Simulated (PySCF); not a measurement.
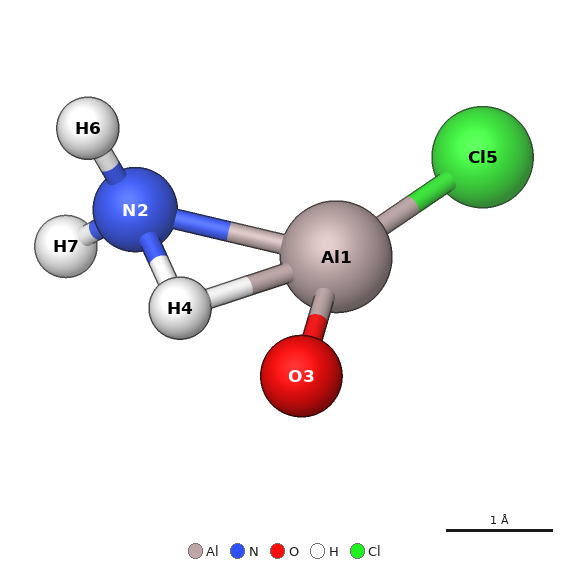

Source: calculation with PySCF.

Atoms carry their numbers in the input. Geometry: start.

Which atoms are bonded, and how long are the bonds?

```json
{"bond": "Al1–N2", "length (Å)": "1.953"}
{"bond": "Al1–O3", "length (Å)": "1.621"}
{"bond": "Al1–H4", "length (Å)": "1.713"}
{"bond": "Al1–Cl5", "length (Å)": "2.018"}
{"bond": "N2–H4", "length (Å)": "1.303"}
{"bond": "N2–H6", "length (Å)": "1.014"}
{"bond": "N2–H7", "length (Å)": "1.013"}
```
